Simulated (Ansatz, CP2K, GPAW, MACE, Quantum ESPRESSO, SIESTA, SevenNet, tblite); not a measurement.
## Running Ag(111)/Be(0001) interface (62 atoms) with GPAW

Wanted: GPAW inputs and outputs for Ag(111)/Be(0001) interface (62 atoms), checked against a plane-wave reference.

Calculated with GPAW 26.7.0; the method is named at each step.

### 1. Set-up

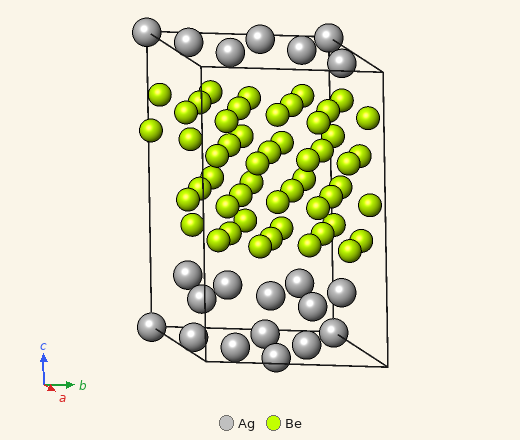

Start, viewed from the side, with the c axis up; silver light grey, beryllium green. Some periodic images of atoms are drawn too.

The cell holds 62 atoms: 14 Ag and 48 Be. Its edges and angles: a = 7.781 Å, b = 7.781 Å, c = 12.536 Å, α = 90.0°, β = 90.0°, γ = 60.0°. Fcc Ag(111), 2 repeat layers, 7 surface cells, strained +1.81 and +1.81 %; hcp Be(0001), 2 layers, 12 cells, -1.75 and -1.75 %; outer planes 2.37 Å apart and 2.39 Å at the second interface of the periodic stack; not relaxed, displaced by a Gaussian of 0.02 Å. Then every atom was moved at random, 0.03 Å r.m.s. a Cartesian component. Regions: Ag, 14 atoms (14 Ag); Be, 48 atoms (48 Be). The structure's axis is c.

The yardstick, on the same geometry:

```
method                 : Kohn-Sham DFT, PBE, PAW, plane waves (Ansatz 0.2.0); cutoff 420 eV, Γ point, fermi-dirac smearing of 0.05 eV; PAW set soft_2
r.m.s. force component : 0.4067 eV/Å
longest force          : 1.224 eV/Å
pressure               : -0.9296 GPa
SCF cycles             : 15
time                   : 7.2 s on 4 threads of Arm Neoverse V1, shared host
CPU time               : 27 s
```

### 2. PBE, LCAO dzp, h 0.2 Å

Method: Kohn-Sham DFT, PBE, PAW, atomic orbitals (dzp).

Contents of run.py:

```python
import numpy as np
from ase.io import read
from gpaw import GPAW, FermiDirac

atoms = read("structure.xyz")
atoms.calc = GPAW(
    mode="lcao",
    basis="dzp",
    h=0.2,
    xc="PBE",
    kpts={"size": (1, 1, 1), "gamma": True},
    occupations=FermiDirac(0.05),
    maxiter=200,
    symmetry={"point_group": False},
    txt="gpaw.txt",
)
energy = atoms.get_potential_energy(force_consistent=True)
forces = atoms.get_forces()
print(f"energy {energy:.6f} eV")
print("forces (eV/A)")
for i, (a, f) in enumerate(zip(atoms, forces)):
    print(f"{i:4d} {a.symbol:2s} {f[0]:10.5f} {f[1]:10.5f} {f[2]:10.5f}")
print(f"Fermi level {atoms.calc.get_fermi_level():.4f} eV")
for k in range(len(atoms.calc.get_ibz_k_points())):
    for s in range(atoms.calc.get_number_of_spins()):
        e = atoms.calc.get_eigenvalues(kpt=k, spin=s)
        n = np.searchsorted(e, atoms.calc.get_fermi_level())
        print(f"k {k} spin {s} levels about the Fermi level:", np.round(e[max(n - 6, 0):n], 4).tolist(), "|", np.round(e[n:n + 6], 4).tolist())
```

Contents of structure.xyz:

```xyz
62
Lattice="7.78060 0.00000 0.00000 3.89030 6.73820 0.00000 0.00000 0.00000 12.53554" Properties=species:S:1:pos:R:3 pbc="T T T"
Ag 3.37950 3.91139 0.01905
Ag 6.66128 3.20024 2.33249
Ag 6.13100 4.88378 0.01366
Ag 9.41962 4.18489 2.32735
Ag 8.89245 5.78771 12.44917
Ag 4.46272 5.12117 2.29639
Ag 3.94760 6.72290 12.50558
Ag 7.21180 6.11970 2.35079
Ag 2.82848 0.96747 0.00188
Ag 6.15107 0.35477 2.31343
Ag 5.58795 1.94411 0.03159
Ag 1.18627 1.25283 2.30579
Ag 8.30851 2.89743 0.04500
Ag 3.79281 2.19490 2.31682
Be 4.27065 4.43111 4.65069
Be 3.69882 3.33716 6.57376
Be 4.37581 4.48292 8.30291
Be 3.62335 3.31425 10.14476
Be 2.42338 3.41984 4.70008
Be 1.70356 2.22657 6.48125
Be 2.41743 3.33096 8.28975
Be 1.72928 2.21168 10.11555
Be 2.41860 1.11868 4.69092
Be 5.63669 6.61779 6.49253
Be 2.41280 1.10028 8.33037
Be 5.68906 6.72183 10.18663
Be 8.23553 4.45179 4.68453
Be 7.55835 3.30542 6.48213
Be 8.20507 4.45388 8.30906
Be 7.53006 3.36667 10.18262
Be 8.27342 2.29247 4.80926
Be 7.58219 1.10884 6.46596
Be 8.27327 2.23493 8.34478
Be 7.64179 1.11234 10.10640
Be 4.32897 6.69265 4.62975
Be 3.73905 5.60901 6.54681
Be 4.29917 6.72904 8.40069
Be 3.73442 5.59614 10.08860
Be 6.26720 3.36856 4.67388
Be 5.65521 2.27313 6.48514
Be 6.20822 3.37934 8.33476
Be 5.60911 2.27037 10.17221
Be 6.26720 1.08498 4.77579
Be 9.58963 6.69986 6.48313
Be 6.27591 1.08579 8.36735
Be 9.45814 6.71711 10.15993
Be 10.18819 5.61110 4.73618
Be 9.55333 4.45139 6.52299
Be 10.17773 5.62397 8.44783
Be 9.59367 4.51911 10.15604
Be 4.29742 2.17678 4.61233
Be 3.66019 1.09273 6.47085
Be 4.29878 2.21202 8.35757
Be 3.74196 1.12656 10.15178
Be 8.24814 6.69629 4.70910
Be 7.51641 5.63657 6.52763
[... 2 atom lines left out ...]
Be 6.34084 5.59560 4.72740
Be 5.66214 4.50307 6.51447
Be 6.25245 5.65315 8.24137
Be 5.62456 4.54970 10.13837
```

On the command line:

```bash
OMP_NUM_THREADS=1 python run.py > output.txt
```

What it wrote:

```text
energy -177.239197 eV
forces (eV/A)
   0 Ag   -0.26165   -0.16354   -0.74900
   1 Ag    0.04670    0.00631    0.48134
   2 Ag    0.18887   -0.30542   -0.73510
   3 Ag    0.04067    0.16453    0.68300
   4 Ag    0.15618   -0.06989   -0.36008
   5 Ag   -0.04929    0.10637    0.80412
   6 Ag   -0.21869    0.27653   -0.77959
   7 Ag    0.31461   -0.26536    0.67345
   8 Ag   -0.13053    0.16749   -0.98116
   9 Ag   -0.07134   -0.25270    0.74552
  10 Ag   -0.11063   -0.06260   -0.59897
  11 Ag   -0.60173    0.09636    0.87770
  12 Ag    0.27730   -0.07977   -0.88733
  13 Ag    0.44557    0.49312    0.36555
  14 Be    0.44825   -0.04524    0.54587
  15 Be    0.16015   -0.09973   -0.40419
  16 Be   -0.56643    0.01164   -0.06678
  17 Be    0.32509   -0.12493   -0.27727
  18 Be    0.04697   -0.83999   -0.06874
  19 Be    0.58110   -0.10294    0.71650
  20 Be   -0.31478    0.38130    0.19773
  21 Be   -0.12995    0.62367    0.34395
  22 Be   -0.75030   -0.44216   -0.24384
  23 Be   -0.40978    1.45450    0.18676
[...]
54 Be    0.36938    0.00129   -0.18071
  55 Be    0.94684   -0.55191    0.14057
  56 Be    0.16648    0.15632   -0.06865
  57 Be   -0.30724    0.59508   -0.12154
  58 Be   -0.58053    0.10886   -0.35557
  59 Be   -0.22577   -0.54749    0.04132
  60 Be    0.25227   -0.60421    0.90912
  61 Be    0.68432   -0.43668   -0.37791
Fermi level 7.2550 eV
k 0 spin 0 levels about the Fermi level: [6.0867, 6.2443, 6.825, 7.0356, 7.0554, 7.158] | [7.2558, 7.2855, 7.3289, 7.3663, 7.45, 7.5139]
```

gpaw.txt:

```text
Input parameters:
  mode=LCAO(),
  basis={'default': 'dzp'},
  h=0.2,
  kpts=MonkhorstPack(size=(1, 1, 1), gamma=True),
  maxiter=200,
  occupations=Occupations(name='fermi-dirac', width=0.05, fixmagmom=False),
  symmetry=Symmetry(point_group=False),
  xc=XC(name='PBE')
Unit cell  # Å
| periodic |        x |        y |         z |   lengths |    angles |
|----------|----------|----------|-----------|-----------|-----------|
|      yes | 7.780600 | 0.000000 |  0.000000 |  7.780600 | 90.000000 |
|      yes | 3.890300 | 6.738200 |  0.000000 |  7.780602 | 90.000000 |
|      yes | 0.000000 | 0.000000 | 12.535540 | 12.535540 | 60.000010 |
Number of symmetries: 1
Symmetry operations  # r_c * U_cc + t_c -> r_c
|   | kind |            matrix            |
|---|------|------------------------------|
| 0 |  E   |  1, 0, 0,  0, 1, 0,  0, 0, 1 |
BZ-sampling:
  Number of BZ points: 1
  Number of IBZ points: 1
  Monkhorst-Pack size: [1, 1, 1]
  Monkhorst-Pack shift: [0, 0, 0]
[... lines left out ...]
  Fermi-Dirac:
[... lines left out ...]
xc functional:
  name: PBE with 2 nearest neighbor stencil
interpolation: tri-quintic # 5. degree polynomial
Initialization done in: 9.220 s
convergence criteria:
- Maximum [total energy] change in last 3 cyles: 0.0005 eV / valence electron
- Maximum integral of absolute [dens]ity change: 0.0001 electrons / valence electron
- Maximum integral of absolute [eigenst]ate change: 4e-08 eV^2 / valence electron
maximum number of iterations: 200
SCF iterations
|iter     |      energy | eigst |  dens |
|---------|-------------|-------|-------|
|iter:   1| -195.874920 |      c|       |
|iter:   2| -182.772762 |      c| -1.05 |
|iter:   3| -186.840237 |      c| -1.23 |
|iter:   4| -186.365887 |      c| -1.20 |
|iter:   5| -177.612276 |      c| -1.25 |
|iter:   6| -177.376829 |      c| -1.79 |
|iter:   7| -177.242626 |      c| -1.88 |
|iter:   8| -177.171540 |      c| -2.01 |
|iter:   9| -177.157309c|      c| -2.17 |
|iter:  10| -177.098828c|      c| -2.29 |
|iter:  11| -177.097750c|      c| -3.08 |
|iter:  12| -177.098882c|      c| -3.27 |
|iter:  13| -177.099819c|      c| -3.68 |
|iter:  14| -177.098702c|      c| -4.06c|
Converged in 14 steps
SCF loop duration: 181.060 s (12.933 s/step)
Energy contributions relative to reference atoms: (reference = -2043482.447686)
Energy contributions:
  Kinetic:         -51.322211
  Coulomb:         140.630004
  Zero:             -6.121782
  External:          0.000000
  Xc:             -260.144218
  Entropy:          -0.280991
  Spinorbit:         0.000000
  ----------------------------
  Free energy:    -177.239197
  Extrapolated:   -177.098702
dipole moment: (-8.937942, 68.452887, -118.321368)  # |e|*Ang
Fermi level: 7.255
Eigenvalues  # (at kpt = [0.000, 0.000, 0.000])
| band index |      eig [eV] | occ [0-2] |
|------------|---------------|-----------|
|          0 |       -48.736 |     2.000 |
|        ... |               |           |
|        158 |         5.480 |     2.000 |
|        159 |         5.516 |     2.000 |
[...]
|        173 |         8.295 |     0.000 |
|        ... |               |           |
|        204 |        12.797 |     0.000 |
Gap: 0.098 eV
Transition (v -> c):
  (s=0, k=0, n=165, [0.00, 0.00, 0.00]) -> (s=0, k=0, n=166, [0.00, 0.00, 0.00])
No difference between direct/indirect transitions
Force computation time: 34.649  # s
timing:  # [seconds]
  Total:  224.966  # ━━━━━━━━━━━━━━━━━━━━━━━━━━━━━━━━━━━━━━━━━━━━━━━━━━━━━━━━
  Init:     9.220  # ━━╸
  SCF:    181.060  # ━━━━━━━━━━━━━━━━━━━━━━━━━━━━━━━━━━━━━━━━━━━━━
  Forces:  34.649  # ━━━━━━━━╸
```

Run time: 3.8 min. Hardware: 1 thread of Arm Neoverse V1, shared host; peak memory 0.83 GiB.

Banners, paths, timers and routine set-up lines are dropped from the logs unmarked, and long logs keep their key lines alone; longer cuts are marked.

Against the reference:

* r.m.s. force component: 0.4718 eV/Å
* r.m.s. difference of force components: 150.7 meV/Å
* longest difference of force vectors: 559.2 meV/Å
* force difference over r.m.s. force: 37.05 %
* slope of forces against the reference's: 1.104
* correlation of force components: 0.9519

This run lies far from the reference in forces at the same functional. Basis and potentials both differ; the latter hold 334 valence electrons against the reference's 362.

Length of the force difference by element (eV/Å):

| element | atoms | mean | most |
| --- | --- | --- | --- |
| Ag | 14 | 0.083 | 0.14 |
| Be | 48 | 0.27 | 0.56 |

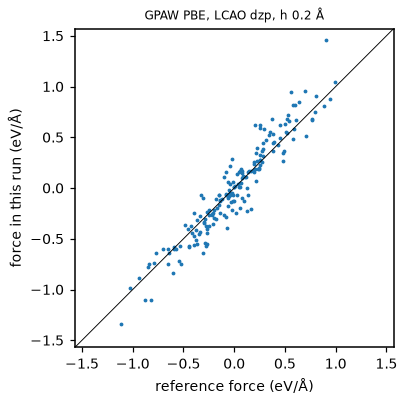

Force components against those of the reference; the line marks equality.

The surroundings of Be53, picked at random, nearest first, numbered as they follow in the input and with coordinates relative to it.

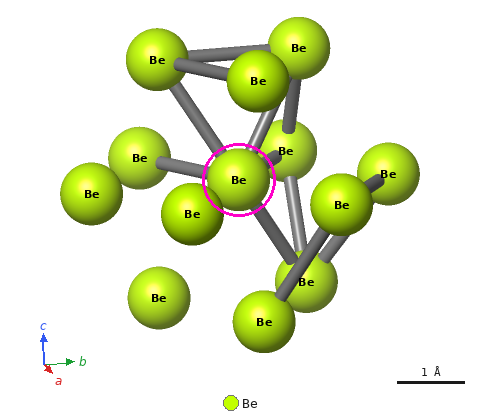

The atoms of the table, within 2.3 Å (arrows a, b, c point along x, y, z); some may hide others; the central atom is ringed.

```csv
atom,x,y,z,distance (Å),Fx,Fy,Fz (eV/Å)
Be53,0.00,0.00,0.00,0.00,0.46,-0.19,-0.56
Be54,-0.56,-1.09,1.79,2.17,0.37,0.01,-0.07
Be25,-1.89,-1.11,-0.03,2.19,-0.34,0.11,-0.57
Be21,-1.88,1.12,-0.07,2.19,-0.31,0.38,0.20
Be16,-0.60,1.13,-1.78,2.19,0.16,-0.10,-0.40
Be18,-0.68,1.10,1.79,2.21,0.33,-0.12,-0.28
Be41,1.91,1.17,-0.02,2.24,0.85,-0.30,-0.27
Be42,1.31,0.06,1.81,2.24,-0.24,0.22,-0.64
Be57,0.03,-2.25,-0.05,2.25,0.17,0.16,-0.07
Be17,0.08,2.27,-0.05,2.27,-0.57,0.01,-0.07
Be45,1.98,-1.13,0.01,2.28,-0.08,0.53,-0.55
Be52,-0.64,-1.12,-1.89,2.28,0.52,0.07,0.62
Be40,1.36,0.06,-1.87,2.31,-0.60,-0.51,0.56
```

Atoms are counted from 1 here, from 0 in the log.

Forces lie 37 % from the reference's, at 8.5 times its CPU time (on 1 against 4 cores).

The difference per atom is largest on Be (0.27 eV/Å on average, against 0.083 on Ag).

### 3. PBE, LCAO szp(dzp), h 0.2 Å

Method: Kohn-Sham DFT, PBE, PAW, atomic orbitals (szp(dzp)).

run.py, as its differences from that of step 2:

```diff
@@ -7,3 +7,3 @@
     mode="lcao",
-    basis="dzp",
+    basis="szp(dzp)",
     h=0.2,
```

structure.xyz is that of step 2.

What it wrote:

```text
energy -168.489233 eV
forces (eV/A)
   0 Ag   -0.29016   -0.11605   -0.65573
   1 Ag    0.10038    0.00345    0.36616
   2 Ag    0.24155   -0.23880   -0.60047
   3 Ag    0.02831    0.15964    0.57152
   4 Ag    0.12871   -0.08884   -0.30118
   5 Ag   -0.03134    0.18936    0.67080
   6 Ag   -0.17917    0.26495   -0.69451
   7 Ag    0.30150   -0.22739    0.57838
   8 Ag   -0.15944    0.14194   -0.85229
   9 Ag   -0.04812   -0.28654    0.64447
  10 Ag   -0.12763   -0.11679   -0.44386
  11 Ag   -0.58303    0.08058    0.79472
  12 Ag    0.28735   -0.09249   -0.74890
  13 Ag    0.34710    0.44542    0.25792
  14 Be    0.47875   -0.10592    0.52181
  15 Be    0.19607   -0.09883   -0.51401
  16 Be   -0.53349    0.00435   -0.02833
  17 Be    0.33891   -0.24596   -0.21367
  18 Be    0.04834   -0.89279   -0.17225
  19 Be    0.63209   -0.06598    0.68545
  20 Be   -0.35863    0.36547    0.22833
  21 Be   -0.17293    0.68959    0.47521
  22 Be   -0.75235   -0.46527   -0.34468
  23 Be   -0.40835    1.46725    0.14007
[...]
54 Be    0.36550   -0.06380   -0.27953
  55 Be    1.00213   -0.54305    0.09534
  56 Be    0.14560    0.15610   -0.03180
  57 Be   -0.38783    0.68094   -0.03650
  58 Be   -0.57969    0.21799   -0.45116
  59 Be   -0.29522   -0.58829   -0.02980
  60 Be    0.29417   -0.57330    1.00512
  61 Be    0.70548   -0.41803   -0.31810
Fermi level 7.2668 eV
k 0 spin 0 levels about the Fermi level: [6.2735, 6.817, 7.0254, 7.0473, 7.158, 7.2586] | [7.2915, 7.3718, 7.3881, 7.5107, 7.5375, 8.2918]
```

gpaw.txt:

```text
Input parameters:
  mode=LCAO(),
  basis={'default': 'szp(dzp)'},
  h=0.2,
  kpts=MonkhorstPack(size=(1, 1, 1), gamma=True),
  maxiter=200,
  occupations=Occupations(name='fermi-dirac', width=0.05, fixmagmom=False),
  symmetry=Symmetry(point_group=False),
  xc=XC(name='PBE')
Unit cell  # Å
| periodic |        x |        y |         z |   lengths |    angles |
[... lines left out ...]
  Fermi-Dirac:
[... lines left out ...]
convergence criteria:
- Maximum [total energy] change in last 3 cyles: 0.0005 eV / valence electron
[... lines left out ...]
Converged in 14 steps
[... lines left out ...]
  Free energy:    -168.489233
  Extrapolated:   -168.364471
dipole moment: (-9.114437, 68.603282, -119.012570)  # |e|*Ang
Fermi level: 7.267
Eigenvalues  # (at kpt = [0.000, 0.000, 0.000])
| band index |      eig [eV] | occ [0-2] |
|------------|---------------|-----------|
|          0 |       -48.938 |     2.000 |
|        ... |               |           |
|        159 |         5.544 |     2.000 |
|        160 |         6.114 |     2.000 |
[...]
|        174 |         8.448 |     0.000 |
|        ... |               |           |
|        204 |        13.124 |     0.000 |
Gap: 0.033 eV
Transition (v -> c):
  (s=0, k=0, n=166, [0.00, 0.00, 0.00]) -> (s=0, k=0, n=167, [0.00, 0.00, 0.00])
No difference between direct/indirect transitions
Force computation time: 25.147  # s
timing:  # [seconds]
  Total:  164.105  # ━━━━━━━━━━━━━━━━━━━━━━━━━━━━━━━━━━━━━━━━━━━━━━━━━━━━━━━━
  Init:     7.385  # ━━╸
  SCF:    131.537  # ━━━━━━━━━━━━━━━━━━━━━━━━━━━━━━━━━━━━━━━━━━━━━
  Forces:  25.147  # ━━━━━━━━╸
```

It took 2.8 min on 1 thread; peak memory 0.79 GiB.

Compared with the plane-wave run:

| Quantity | Value |
| --- | --- |
| r.m.s. force component | 0.4726 eV/Å |
| r.m.s. difference of force components | 184.5 meV/Å |
| longest difference of force vectors | 566.3 meV/Å |
| force difference over r.m.s. force | 45.36 % |
| slope of forces against the reference's | 1.072 |
| correlation of force components | 0.9227 |

This is a coarse setting, run to see what it loses.

Against the first run (37 %), the force difference from the reference is 45 %, at 0.73 times the CPU time, with 402 basis functions against 618: the smaller basis costs accuracy.

(Continued in part 2 of 2.)

[Also dropped from logs without a mark: logging warnings of Python, and SIESTA's first energy breakdown and zero terms.]

[Logs are printed without paths, hosts, clocks, repeated set-up lines and the standing remarks that a program may print on its own settings, such as how far it seeks lower states.]

[Hosts, paths, dates, database ids (printed as entryN), source tags and the programs' standing remarks are cut or masked in the printed files.]
